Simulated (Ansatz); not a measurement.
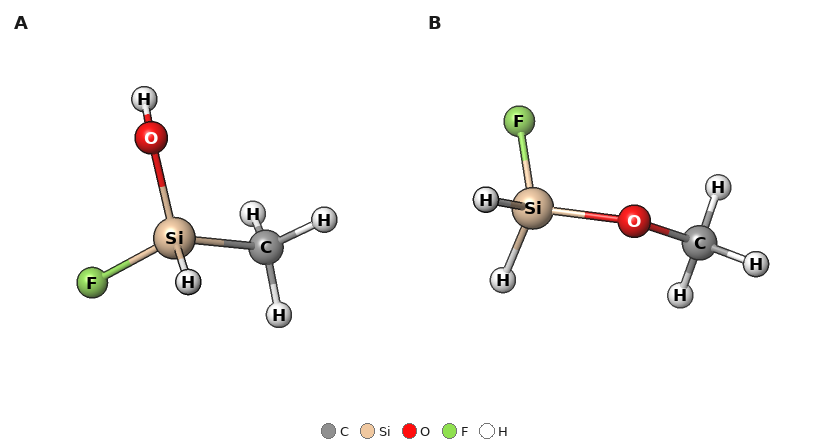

2 stationary structures of one formula. Geometries: PBE-D4/def2-SVP. Electronic energies: PBE-D4/def2-SVP (Ansatz 0.2.0), without zero-point energy. No frequency run is at hand to confirm each as a minimum. Each is one conformer, not always the lowest.

How are they related?

They are constitutional isomers of CH5FOSi: A `C[Si@@H](O)F`, B `CO[SiH2]F`.

Which structure is the most stable?

A is lowest; B lies 92.4 kJ/mol above it.
